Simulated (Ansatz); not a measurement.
# How Li(100) screens a field

Wanted: the response of a Li(100) slab to a perpendicular field.

Calculated with Ansatz 0.2.0; plane-wave DFT, r2SCAN, Ansatz PAW, in the first sound run; inputs show where later runs differ.

### 1. The starting structure

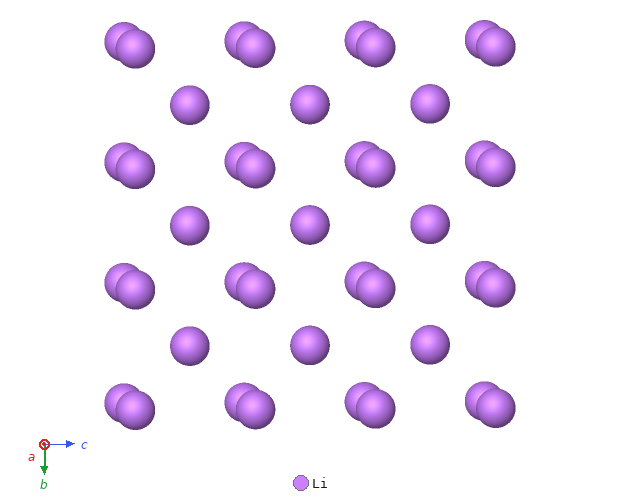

The cell as given, from the side, with the c axis across the page (lithium purple). 1×3×1 cells are drawn. Some periodic images of atoms are drawn too.

The cell holds 7 atoms: 7 Li. Cell: a = 3.490 Å, b = 3.490 Å, c = 28.470 Å, α = 90.0°, β = 90.0°, γ = 90.0°. Vacuum lies along c.

### 2. Atoms held, field 0

A sawtooth potential applies the field, turning back in the middle of the vacuum. With the dipole correction the typed value is the field outside the slab. The induced dipole is small, so the SCF threshold is tight.

File input.yaml:

```yaml
crystal:
  lattice:
    - [3.49, 0.0, 0.0]
    - [0.0, 3.49, 0.0]
    - [0.0, 0.0, 28.47]
  atoms:
    - { symbol: Li, position: [0.0, 0.0, 0.3161222339] }
    - { symbol: Li, position: [0.5, 0.5, 0.3774148226] }
    - { symbol: Li, position: [0.0, 0.0, 0.4387074113] }
    - { symbol: Li, position: [0.5, 0.5, 0.5] }
    - { symbol: Li, position: [0.0, 0.0, 0.5612925887] }
    - { symbol: Li, position: [0.5, 0.5, 0.6225851774] }
    - { symbol: Li, position: [0.0, 0.0, 0.6838777661] }
kpoints:
  mp_grid: { grid: [14, 14, 1] }
hamiltonian:
  xc: r2scan
scf:
  occupations: { method: fermi_dirac, width: 0.1 }
  convergence: { dr2_threshold: 1.0e-10 }
efield:
  axis: 3
  dipole_correction: true
  ramp_position: 0.97
  ramp_width: 0.06
  amplitude: 0
output:
  forces: true
  write_potential: true
  write_density: true
  volumetric_format: npy
```

Launch:

```bash
$ ansatz run input.yaml --threads 2 --pin off --max-ram 3072MiB --backend cpu --events-out ev --progress --plain --runs-dir out
```

The log of the run:

```text
Engine: ansatz 0.2.0, x86_64-unknown-linux-gnu
Pseudopotentials: kind: paw
Pseudopotential: Li, paw, valence charge 3, recommended cutoff 500 eV (meta_gga), Li.paw.azcp
Functional definition: r2SCAN
  parameter k0 = 0.174
  parameter k1 = 0.065
  parameter a1 = 4.9479
  exchange = r2scan_x(k0 = k0, k1 = k1, a1 = a1)
  correlation = r2scan_c
Crystal: 7 atoms, lattice volume = 346.767 Å³
Basis set: ecut = 500 eV, 8799 PW (Γ), exchange–correlation on 108×108×864 points (64 copies of the dense FFT grid, shifted against one another)
Bands: 18, of which v1, the nominal top of the filled ones, is band 11 counted from 1 (10 counted from 0)
Symmetry: 8 space group operations
k-points: 36 of 196
Non-local potential: Li, projectors of the file, l = 0: 3, l = 1: 2, l = 2: 1
PAW form: soft (Blöchl's): semilocal exchange-correlation on the pseudo side does not see the compensation charge
PAW one-centre angular grid: Li, 302 points (default); XC on 327 of its mesh's 2665 points in the sphere
Initial density: superposition of atomic densities (neutral atoms: chi_scale 0, normalization atom), corrected by the library's trained network
Initial wavefunctions: pseudopotential atomic-orbital guess
Functional: x = r2scan, c = r2scan; τ floored in thin density (d = 2e-4 eV/Å³)
SCF iter   1: F=—  HF=-1435.268440 eV  |F-HF|=—  |Δ(HF+E_count)|=         —  Δρ=1.52e-3  dr2=1.14e-2  dr2_τ=1.82e-3  ethr=1.77e-3  p=0.000 e·Å  D=2.00e-14 V/Å  ΔV_dip=-0.00 eV  dr2_dipole=7.49e-12  V_vac-E_F(+/−)=2.84/2.84 eV  ⟨swp⟩=8.7  Hψ=4397  notcnv=0
efield: sawtooth ramp at fractional position 0.9700 (set: `efield.ramp_position`, or a place that a band, a saddle search or an elastic batch's reference lends), width 0.0600; the density the first Hamiltonian is built on has a dipole p = 0.000 e·Å; the dipole correction subtracts the counter field D = 2.00e-14 V/Å, which shifts the + side's vacuum level by -0.00 eV against the − side's; the planar-averaged density in the ramp window peaks in size at 1.2e-5 e/Å³
preconditioner: auto → LDOS  [metal: Δε(μ)=0.011 eV  Ē_g=3.735 eV  σ=0.100 eV  W_gap=0.03  n_scr=14 (ndim 8)  ℏωp=5.3 eV  f_vac=0.477  D(μ)=3.48/eV (n_scr^D=12)  β→1.0]
SCF iter   2: F=—  HF=-1435.272841 eV  |F-HF|=—  |Δ(HF+E_count)|=   4.40e-3  Δρ=2.52e-4  dr2=7.58e-4  dr2_τ=5.66e-6  ethr=5.41e-5  p=-0.000 e·Å  D=-8.72e-7 V/Å  ΔV_dip=0.00 eV  dr2_dipole=1.91e-9  V_vac-E_F(+/−)=2.96/2.96 eV  ⟨swp⟩=2.0  Hψ=1585  notcnv=0
SCF iter   3: F=—  HF=-1435.273130 eV  |F-HF|=—  |Δ(HF+E_count)|=   2.89e-4  Δρ=7.99e-5  dr2=1.15e-4  dr2_τ=1.28e-7  ethr=3.61e-6  p=-0.000 e·Å  D=-4.95e-7 V/Å  ΔV_dip=0.00 eV  dr2_dipole=1.63e-9  V_vac-E_F(+/−)=2.99/2.99 eV  ⟨swp⟩=2.6  Hψ=1053  notcnv=0
SCF iter   4: F=—  HF=-1435.273198 eV  |F-HF|=—  |Δ(HF+E_count)|=   6.89e-5  Δρ=2.30e-5  dr2=1.17e-5  dr2_τ=2.13e-8  ethr=5.46e-7  p=-0.000 e·Å  D=-3.83e-7 V/Å  ΔV_dip=0.00 eV  dr2_dipole=1.06e-10  V_vac-E_F(+/−)=3.01/3.01 eV  ⟨swp⟩=1.9  Hψ=748  notcnv=0
SCF iter   5: F=—  HF=-1435.273205 eV  |F-HF|=—  |Δ(HF+E_count)|=   6.35e-6  Δρ=4.82e-6  dr2=2.80e-7  dr2_τ=2.12e-10  ethr=5.55e-8  p=0.000 e·Å  D=3.08e-8 V/Å  ΔV_dip=-0.00 eV  dr2_dipole=1.32e-13  V_vac-E_F(+/−)=3.02/3.02 eV  ⟨swp⟩=1.9  Hψ=750  notcnv=0
SCF iter   6: F=—  HF=-1435.273188 eV  |F-HF|=—  |Δ(HF+E_count)|=   1.69e-5  Δρ=1.01e-6  dr2=1.17e-8  dr2_τ=4.04e-11  ethr=1.33e-9  p=0.000 e·Å  D=1.18e-8 V/Å  ΔV_dip=-0.00 eV  dr2_dipole=3.17e-12  V_vac-E_F(+/−)=3.03/3.03 eV  ⟨swp⟩=2.0  Hψ=796  notcnv=0
SCF iter   7: F=—  HF=-1435.273188 eV  |F-HF|=—  |Δ(HF+E_count)|=   1.44e-8  Δρ=2.33e-7  dr2=3.24e-10  dr2_τ=8.75e-13  ethr=5.55e-11  p=-0.000 e·Å  D=-2.81e-9 V/Å  ΔV_dip=0.00 eV  dr2_dipole=2.02e-13  V_vac-E_F(+/−)=3.03/3.03 eV  ⟨swp⟩=1.9  Hψ=821  notcnv=0
SCF iter   8: F=-1435.273188 eV  HF=-1435.273188 eV  |F-HF|=1.73e-11  |Δ(HF+E_count)|=   1.27e-9  Δρ=4.25e-8  dr2=1.03e-11  dr2_τ=4.25e-14  ethr=1.00e-12  p=0.000 e·Å  D=1.16e-9 V/Å  ΔV_dip=-0.00 eV  dr2_dipole=3.09e-15  V_vac-E_F(+/−)=3.03/3.03 eV  ⟨swp⟩=8.5  Hψ=3079  notcnv=0
SCF 1 converged in 8 iterations: F = -1435.273188 eV  dr2 = 1.03e-11
  greatest PAW one-centre occupation: 0.999 electrons in one spin orbital (limit 2), on the Li atom at site 2 (counted from 0), in its partial waves of l = 0
WARN: The output density's exchange-correlation potential varies sharply where the density is thin. Do not read a vacuum level from v_tot or v_xc, or from such a field of the output density. On a cell that repeats whose density bears no net charge and no dipole along the vacuum's axis use v_es (v_loc + v_h of the components); under efield.dipole_correction with no amplitude use v_es + v_field, which holds any externa [...]
SCF converged after 8 iterations
Free energy (F): -1435.273188 eV
Harris-Foulkes:  -1435.273188 eV  (|F-HF|=1.73e-11)
Internal energy: -1435.160258 eV  (E = F + TS)
E sigma→0 (E₀):  -1435.216723 eV
Entropy (-TS):   -0.112930 eV (-16.133 meV/atom)
Fermi energy:    -1.231654 eV
Dipole field:    D = 0.000000 V/Å  (p = 0.000000 e·Å, saw-weighted, corrected)
Work function:   Φ+ = 3.0267 eV   Φ− = 3.0267 eV
Levels:          The Fermi level and band energies are counted from a zero that moves with the ramp; work functions are not
--- Per-component energies (eV) ---
  E_band       = -713.151118
  E_kinetic    = 146.272724
  E_local      = -6039.819998  (includes V_loc(G=0)·N_el)
  E_nonlocal   = -233.441379
  E_hartree    = 2806.400413
  E_xc         = -65.884367
  E_vxc        = -93.982170  (∫ρ·V_xc dr)
  E_paw        = -152.683166  (= ΣΔE_a)
  E_vpaw       = -110.800996  (= ΣTr[D̂ρ^β])
  E_aug_tail   = -0.000686  (compensation charges beyond the density's cutoff)
  E_vtau       = 5.820522  (kinetic-family band-sum trace: ∫τ·v_τ [+ j·A + Jᵃ·Aᵃ] dr)
  E_efield     = 0.000000  (sawtooth field / dipole correction)
  E_vefield    = 0.000000  (∫n·V_field dr)
  E_ewald      = 2103.996202
  E_smearing   = -0.112930  (= −TS)
  E_closure    = 0.000000  (closes the sum)
  Σ components = -1435.273188   (vs F -1435.273188, Δ=0.00e0)
--- Forces (eV/Å), atoms counted from 1 ---
  atom   1  Li     0.00000000     0.00000000    -0.05844240
  atom   2  Li     0.00000000     0.00000000     0.08979082
  atom   3  Li     0.00000000     0.00000000    -0.02117657
  atom   4  Li     0.00000000     0.00000000    -0.00000001
  atom   5  Li    -0.00000000     0.00000000     0.02117655
  atom   6  Li     0.00000000     0.00000000    -0.08979085
  atom   7  Li    -0.00000000     0.00000000     0.05844242
  max |Σ_I F_I| component: 3.36e-8 eV/Å
--- Band table (eV; the first three rows and the last of 36) ---
  k-point 0: bands = [... 7 lower, -4.9404, -4.4857, -3.7024, -2.6615, -1.5353, -0.4039, 0.8164, 1.8456, ... 3 higher]
  k-point 1: bands = [... 7 lower, -4.8879, -4.4333, -3.6499, -2.6088, -1.4817, -0.3500, 0.8680, 1.8968, ... 3 higher]
  k-point 2: bands = [... 7 lower, -4.7304, -4.2760, -3.4930, -2.4519, -1.3243, -0.1955, 1.0085, 2.0229, ... 3 higher]
  k-point 35: bands = [... 7 lower, -0.7441, -0.7441, -0.1805, -0.1805, 0.8029, 0.8029, 2.0529, 2.1014, ... 3 higher]
```

Wall time 14 s (2 threads of Intel Xeon Platinum 8559C (Emerald Rapids), shared host); peak memory 0.75 GiB.

Numbers from this step:

```yaml
energy_at_zero_smearing: -1435.2167 eV
work_function_upper_face: 3.027 eV
dipole_along_the_normal: 1.11e-7 e·Å
```

Running mean over 1.745 Å of the planar mean; the ramp of the sawtooth is left out. Electron's electrostatic potential energy less the Fermi level against z:

```tsv
z (Å)	electron's electrostatic potential energy less the Fermi level (eV)
4	3.03
6	2.96
8	0.987
10	-0.762
12	-0.654
14	-0.653
16	-0.650
18	-0.682
20	-0.265
22	2.87
24	3.02
```

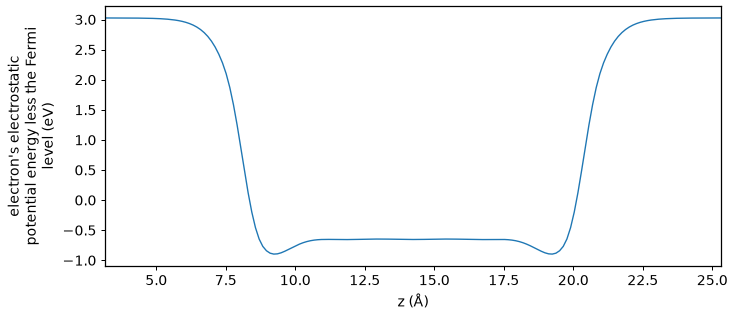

Electron's electrostatic potential energy less the Fermi level, plotted against z.

Force by atom:

```tsv
atom	x (eV/Å)	y (eV/Å)	z (eV/Å)	size
Li1	0.0000	0.0000	-0.0584	0.0584
Li2	0.0000	0.0000	0.0898	0.0898
Li3	0.0000	0.0000	-0.0212	0.0212
Li4	0.0000	0.0000	0.0000	0.0000
Li5	0.0000	0.0000	0.0212	0.0212
Li6	0.0000	0.0000	-0.0898	0.0898
Li7	0.0000	0.0000	0.0584	0.0584
```

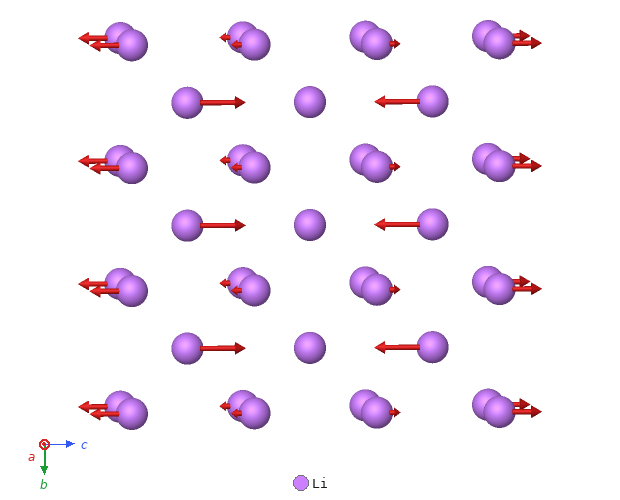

Force as arrows, the longest 0.0898 eV/Å. 1×3×1 cells are drawn. Some periodic images of atoms are drawn too.

The work function of the upper face is 3.03 eV.

### 3. Single point, field 0.03 V/Å

Edit input.yaml of step 2 so:

```diff
@@ -25,3 +25,3 @@
   ramp_width: 0.06
-  amplitude: 0
+  amplitude: 0.03
 output:
```

The log of the run:

```text
[...]
Crystal: 7 atoms, lattice volume = 346.767 Å³
Basis set: ecut = 500 eV, 8799 PW (Γ), exchange–correlation on 108×108×864 points (64 copies of the dense FFT grid, shifted against one another)
Bands: 18, of which v1, the nominal top of the filled ones, is band 11 counted from 1 (10 counted from 0)
Symmetry: 8 space group operations
k-points: 36 of 196
[...]
k-point 0: bands = [... 7 lower, -4.9406, -4.4859, -3.7026, -2.6617, -1.5356, -0.4042, 0.8152, 1.7810, ... 3 higher]
  k-point 1: bands = [... 7 lower, -4.8881, -4.4335, -3.6501, -2.6089, -1.4819, -0.3503, 0.8668, 1.8367, ... 3 higher]
  k-point 2: bands = [... 7 lower, -4.7306, -4.2762, -3.4932, -2.4520, -1.3245, -0.1958, 1.0075, 1.9814, ... 3 higher]
  k-point 35: bands = [... 7 lower, -0.7443, -0.7443, -0.1807, -0.1807, 0.8027, 0.8027, 2.0527, 2.1012, ... 3 higher]
[key lines of the parts left out:]
SCF converged after 9 iterations
Free energy (F): -1435.273630 eV
Fermi energy:    -1.231845 eV
Dipole field:    D = 0.015389 V/Å  (p = 0.029491 e·Å, saw-weighted, corrected)
```

Run time: 14 s. Hardware: 2 threads; peak memory 0.75 GiB.

The dipole is 0.0295 e·Å.

### 4. Atoms held, field -0.03 V/Å

Edit input.yaml of step 3 so:

```diff
@@ -25,3 +25,3 @@
   ramp_width: 0.06
-  amplitude: 0.03
+  amplitude: -0.03
 output:
```

The log of the run:

```text
[...]
Crystal: 7 atoms, lattice volume = 346.767 Å³
Basis set: ecut = 500 eV, 8799 PW (Γ), exchange–correlation on 108×108×864 points (64 copies of the dense FFT grid, shifted against one another)
Bands: 18, of which v1, the nominal top of the filled ones, is band 11 counted from 1 (10 counted from 0)
Symmetry: 8 space group operations
k-points: 36 of 196
[...]
k-point 0: bands = [... 7 lower, -4.9406, -4.4859, -3.7026, -2.6617, -1.5356, -0.4042, 0.8152, 1.7810, ... 3 higher]
  k-point 1: bands = [... 7 lower, -4.8881, -4.4335, -3.6501, -2.6089, -1.4819, -0.3503, 0.8668, 1.8367, ... 3 higher]
  k-point 2: bands = [... 7 lower, -4.7306, -4.2762, -3.4932, -2.4520, -1.3245, -0.1958, 1.0075, 1.9814, ... 3 higher]
  k-point 35: bands = [... 7 lower, -0.7443, -0.7443, -0.1807, -0.1807, 0.8027, 0.8027, 2.0527, 2.1012, ... 3 higher]
[key lines of the parts left out:]
SCF converged after 9 iterations
Free energy (F): -1435.273630 eV
Fermi energy:    -1.231845 eV
Dipole field:    D = -0.015389 V/Å  (p = -0.029491 e·Å, saw-weighted, corrected)
```

It took 14 s on 2 threads; peak memory 0.76 GiB; 29 s of CPU time.

The dipole is -0.0295 e·Å.

### 5. Atoms held, field 0.1 V/Å

Edit input.yaml of step 4 so:

```diff
@@ -25,3 +25,3 @@
   ramp_width: 0.06
-  amplitude: -0.03
+  amplitude: 0.1
 output:
```

The log of the run:

```text
[...]
Crystal: 7 atoms, lattice volume = 346.767 Å³
Basis set: ecut = 500 eV, 8799 PW (Γ), exchange–correlation on 108×108×864 points (64 copies of the dense FFT grid, shifted against one another)
Bands: 18, of which v1, the nominal top of the filled ones, is band 11 counted from 1 (10 counted from 0)
Symmetry: 8 space group operations
k-points: 36 of 196
[...]
k-point 0: bands = [... 7 lower, -4.9425, -4.4878, -3.7045, -2.6636, -1.5379, -0.4075, 0.8023, 1.5990, ... 3 higher]
  k-point 1: bands = [... 7 lower, -4.8901, -4.4354, -3.6520, -2.6109, -1.4842, -0.3535, 0.8541, 1.6564, ... 3 higher]
  k-point 2: bands = [... 7 lower, -4.7325, -4.2781, -3.4950, -2.4540, -1.3268, -0.1990, 0.9960, 1.8138, ... 3 higher]
  k-point 35: bands = [... 7 lower, -0.7462, -0.7462, -0.1826, -0.1826, 0.8008, 0.8008, 2.0507, 2.0993, ... 3 higher]
[key lines of the parts left out:]
SCF converged after 10 iterations
Free energy (F): -1435.278104 eV
Fermi energy:    -1.233791 eV
Dipole field:    D = 0.051313 V/Å  (p = 0.098334 e·Å, saw-weighted, corrected)
```

Run time: 16 s. Hardware: 2 threads; peak memory 0.75 GiB.

The dipole is 0.0983 e·Å.

### 6. Atoms held, field -0.1 V/Å

Edit input.yaml of step 5 so:

```diff
@@ -25,3 +25,3 @@
   ramp_width: 0.06
-  amplitude: 0.1
+  amplitude: -0.1
 output:
```

The log of the run:

```text
[...]
Crystal: 7 atoms, lattice volume = 346.767 Å³
Basis set: ecut = 500 eV, 8799 PW (Γ), exchange–correlation on 108×108×864 points (64 copies of the dense FFT grid, shifted against one another)
Bands: 18, of which v1, the nominal top of the filled ones, is band 11 counted from 1 (10 counted from 0)
Symmetry: 8 space group operations
k-points: 36 of 196
[...]
k-point 0: bands = [... 7 lower, -4.9425, -4.4878, -3.7045, -2.6636, -1.5379, -0.4075, 0.8023, 1.5990, ... 3 higher]
  k-point 1: bands = [... 7 lower, -4.8901, -4.4354, -3.6520, -2.6109, -1.4842, -0.3535, 0.8541, 1.6564, ... 3 higher]
  k-point 2: bands = [... 7 lower, -4.7325, -4.2781, -3.4950, -2.4540, -1.3268, -0.1990, 0.9960, 1.8138, ... 3 higher]
  k-point 35: bands = [... 7 lower, -0.7462, -0.7462, -0.1826, -0.1826, 0.8008, 0.8008, 2.0507, 2.0993, ... 3 higher]
[key lines of the parts left out:]
SCF converged after 10 iterations
Free energy (F): -1435.278104 eV
Fermi energy:    -1.233791 eV
Dipole field:    D = -0.051313 V/Å  (p = -0.098334 e·Å, saw-weighted, corrected)
```

The job ended after 16 s (2 threads; peak memory 0.75 GiB; 32 s of CPU time).

The dipole is -0.0983 e·Å.

### 7. Atoms held, field 0.15 V/Å

Edit input.yaml of step 6 so:

```diff
@@ -25,3 +25,3 @@
   ramp_width: 0.06
-  amplitude: -0.1
+  amplitude: 0.15
 output:
@@ -31 +31,2 @@
   volumetric_format: npy
+  elf: true
```

The log of the run:

```text
[...]
Crystal: 7 atoms, lattice volume = 346.767 Å³
Basis set: ecut = 500 eV, 8799 PW (Γ), exchange–correlation on 108×108×864 points (64 copies of the dense FFT grid, shifted against one another)
Bands: 18, of which v1, the nominal top of the filled ones, is band 11 counted from 1 (10 counted from 0)
Symmetry: 8 space group operations
k-points: 36 of 196
[...]
k-point 0: bands = [... 7 lower, -4.9452, -4.4905, -3.7071, -2.6663, -1.5411, -0.4121, 0.7823, 1.4598, ... 3 higher]
  k-point 1: bands = [... 7 lower, -4.8927, -4.4380, -3.6546, -2.6135, -1.4874, -0.3581, 0.8345, 1.5175, ... 3 higher]
  k-point 2: bands = [... 7 lower, -4.7352, -4.2807, -3.4976, -2.4566, -1.3299, -0.2034, 0.9783, 1.6786, ... 3 higher]
  k-point 35: bands = [... 7 lower, -0.7489, -0.7489, -0.1852, -0.1852, 0.7983, 0.7983, 2.0480, 2.0966, ... 3 higher]
[key lines of the parts left out:]
SCF converged after 10 iterations
Free energy (F): -1435.284250 eV
Fermi energy:    -1.236485 eV
Dipole field:    D = 0.076996 V/Å  (p = 0.147552 e·Å, saw-weighted, corrected)
```

Wall time 16 s (2 threads); peak memory 0.75 GiB; 31 s of CPU time.

Running mean over 1.745 Å of the planar mean, with the applied field; the ramp of the sawtooth is left out. The electron's electrostatic potential energy less the Fermi level by z:

```tsv
z (Å)	electron's electrostatic potential energy less the Fermi level (eV)
4	2.60
6	2.81
8	0.998
10	-0.764
12	-0.653
14	-0.653
16	-0.650
18	-0.680
20	-0.279
22	2.98
24	3.40
```

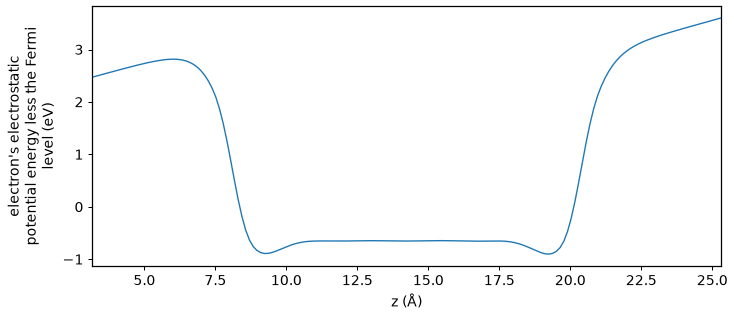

Electron's electrostatic potential energy less the Fermi level, plotted against z.

The dipole is 0.148 e·Å.

[end of part 1 of 2]

[Logs are printed without paths, hosts, clocks, repeated set-up lines and the standing remarks that a program may print on its own settings, such as how far it seeks lower states.]

[Hosts, paths, dates, database ids (printed as entryN), source tags and the programs' standing remarks are cut or masked in the printed files.]

[Maps of the electrostatic potential energy from Ansatz leave out the sawtooth potential of an applied field or a dipole correction, so their vacuum need not be flat; planar profiles and work functions include it.]
